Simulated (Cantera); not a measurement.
A closed system holds: 1 mol HI, 0.45 mol O2, equilibrated at 2.80 bar.

Equilibrium computed with Cantera from the NASA thermochemical tables; the gas is ideal and each condensed phase is pure. Candidate condensed phases: H2O, I2; 12 gas species. Equilibrium is a limit: real reactors are often held back by kinetics, nucleation or transport.

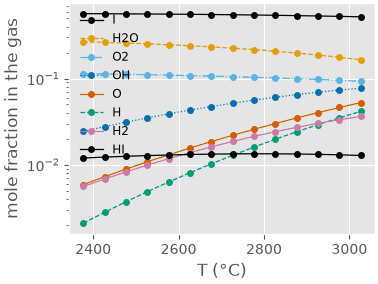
*Equilibrium gas composition (values under 1e-9 drawn at 1e-9)*

Q: Read off the mole fractions at 2577 °C.

A: I about 0.56, H2O about 0.25, O2 about 0.11, OH about 0.039, O about 0.013, HI about 0.013, H2 about 0.012, H about 0.0063.
